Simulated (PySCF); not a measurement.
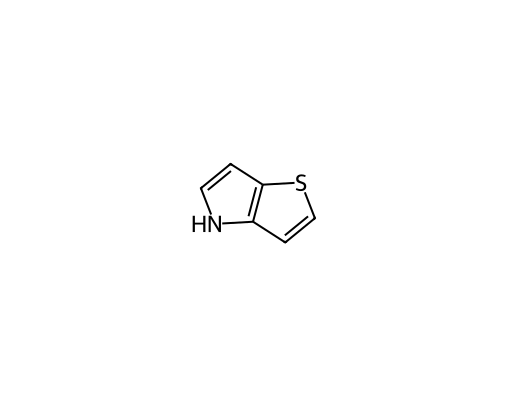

Transcribe the drawing into SMILES.

Answer. c1cc2sccc2[nH]1

What is the molecular formula?

Answer. C6H5NS.

An optimisation with PBE0-D3(BJ)/def2-SVP gave a structure of which point group?

Answer. Cs.

The parts below concern this one geometry. Atoms keep their numbers from picture to picture. Computed geometry: PBE0-D3(BJ)/def2-SVP optimisation. No frequency run is at hand to confirm it as a minimum.

## Shape

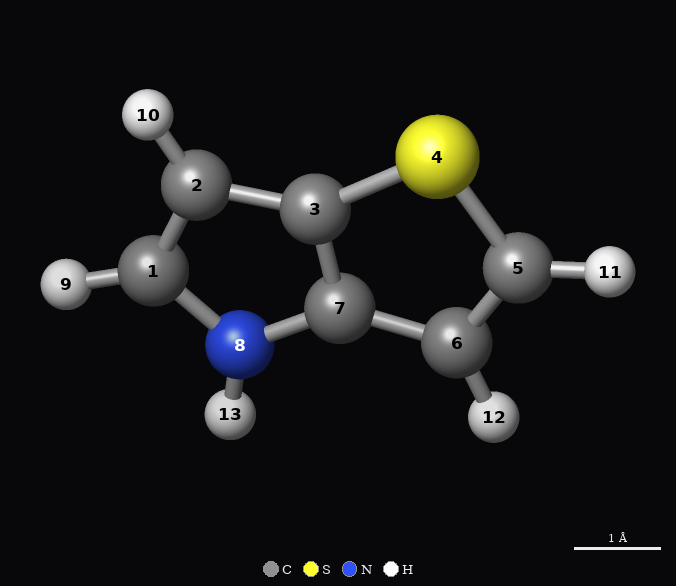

Numbered structure. No frequency run is at hand to confirm it as a minimum.

Estimate the angles C1–C2–C3, C1–C2–H10, C2–C1–N8, C2–C1–H9, C2–C3–C7, C3–C2–H10, C3–C7–C6, C3–C7–N8, S4–C3–C7, S4–C5–H11, C7–C6–H12, N8–C1–H9.

| angle | degrees |
| --- | --- |
| C1–C2–C3 | 105.6 |
| C1–C2–H10 | 125.9 |
| C2–C1–N8 | 109.7 |
| C2–C1–H9 | 129.5 |
| C2–C3–C7 | 108.3 |
| C3–C2–H10 | 128.4 |
| C3–C7–C6 | 114.4 |
| C3–C7–N8 | 107.4 |
| S4–C3–C7 | 110.5 |
| S4–C5–H11 | 119.0 |
| C7–C6–H12 | 126.1 |
| N8–C1–H9 | 120.8 |

## Quadrupole coupling

No frequency run is at hand to confirm it as a minimum. Electric field gradients from the ground-state density, PBE0/pcSseg-1 in acetone (IEF-PCM) (PySCF 2.14.0), non-relativistic apart from any core potentials.

Give the largest field-gradient component, the quadrupole coupling constant and the asymmetry for 33S at S4 (Q = −67.81 mb), 14N at N8 (Q = 20.44 mb), 2H at H9 (Q = 2.86 mb), 2H at H10 (Q = 2.86 mb).

| atom | V_zz (a.u.) | e²qQ/h (MHz) | η |
| --- | --- | --- | --- |
| S4 | 2.040 | −32.5 | 0.82 |
| N8 | −0.708 | −3.40 | 0.14 |
| H9 | 0.309 | 0.208 | 0.12 |
| H10 | 0.318 | 0.214 | 0.09 |

## Charges

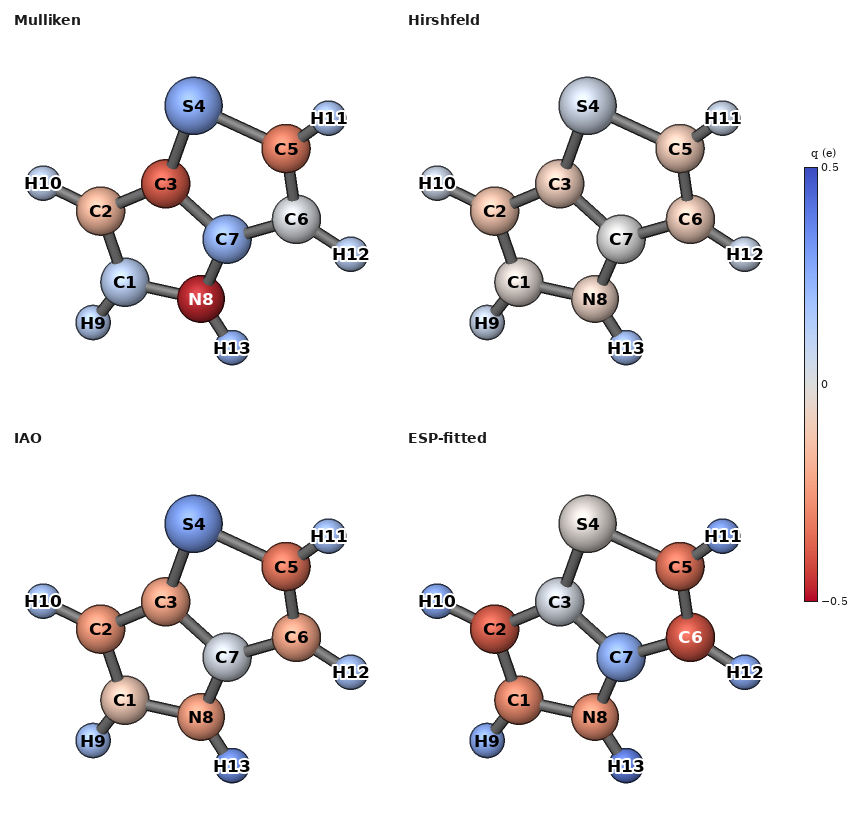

Atomic charges of one calculation by 4 schemes, on one colour scale. No frequency run is at hand to confirm it as a minimum. Level of theory: PBE0/pcSseg-1 in acetone (IEF-PCM) (PySCF 2.14.0).

Which scheme gives the most polar picture (largest mean size of the charges)?

Answer. The ESP-fitted charges are the largest in size here, and the Hirshfeld charges the smallest.

On which atom do the schemes disagree most?

Answer. On C3 (from −0.38 to 0.03 e); C6 (from −0.39 to 0.02 e); N8 (from −0.47 to −0.06 e).

List the charges (e), one line for each set of equivalent atoms.

```csv
atom,Mulliken,Hirshfeld,IAO,ESP-fitted
C1,0.11,−0.03,−0.10,−0.27
C2,−0.16,−0.12,−0.25,−0.37
C3,−0.38,−0.08,−0.22,0.03
S4,0.25,0.05,0.28,−0.02
C5,−0.30,−0.10,−0.33,−0.33
C6,0.02,−0.09,−0.21,−0.39
C7,0.22,0.00,0.03,0.24
N8,−0.47,−0.06,−0.23,−0.26
H9,0.12,0.07,0.18,0.24
H10,0.09,0.05,0.17,0.25
H11,0.15,0.06,0.18,0.27
H12,0.12,0.07,0.18,0.24
H13,0.22,0.18,0.32,0.37
```

## Bond orders

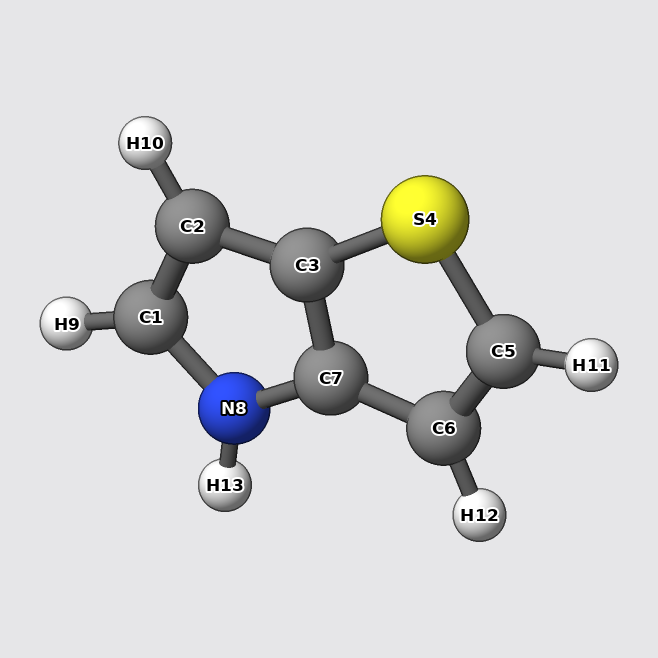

The thickness of each stick grows with its Mayer bond order. No frequency run is at hand to confirm it as a minimum. Level of theory: PBE0/pcSseg-1 in acetone (IEF-PCM) (PySCF 2.14.0).

List the Mayer bond orders of C1–C2, C1–N8, C1–H9, C2–C3, C2–H10, C3–S4, C3–C7, S4–C5, C5–C6, C5–H11, C6–C7, C6–H12, C7–N8, N8–H13.

```
  bond  Mayer order  length (Å)
 C1–C2         1.54       1.381
 C1–N8         1.18       1.374
 C1–H9         0.97       1.088
 C2–C3         1.29       1.421
C2–H10         1.00       1.087
 C3–S4         1.05       1.728
 C3–C7         1.31       1.398
 S4–C5         1.12       1.737
 C5–C6         1.59       1.370
C5–H11         0.94       1.089
 C6–C7         1.21       1.422
C6–H12         0.96       1.090
 C7–N8         1.09       1.368
N8–H13         0.92       1.009
```

## Electronic properties

No frequency run is at hand to confirm it as a minimum. Properties computed with CAM-B3LYP/def2-SVPD in acetone (IEF-PCM) (PySCF 2.14.0). Excitations: vertical, linear response.

Predict the main results.

- dipole moment: 3.71 D
- HOMO energy (Kohn–Sham orbital): −7.08 eV
- LUMO energy (Kohn–Sham orbital): 0.76 eV
- HOMO–LUMO gap: 7.84 eV
- mean static polarisability: 130.9 bohr³
- lowest vertical singlet excitation: 5.08 eV
- its oscillator strength: 0.334

Mulliken values depend strongly on the basis set and can even reverse the polarity of a bond.
